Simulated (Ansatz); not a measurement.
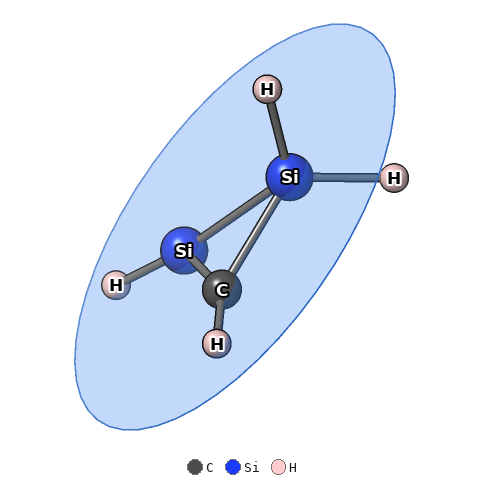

All proper rotation axes (lines) and mirror planes (discs) of the structure are drawn in. Distant atoms are faded towards the background colour. The geometry was computed by an optimisation with PBE0-D4/def2-TZVP. No frequency run is at hand to confirm it as a minimum.

**Name the symmetry elements and the point group.**

It has 1 mirror plane. Point group Cs. The group has 2 operations. The geometry is achiral, and symmetry allows a dipole moment.
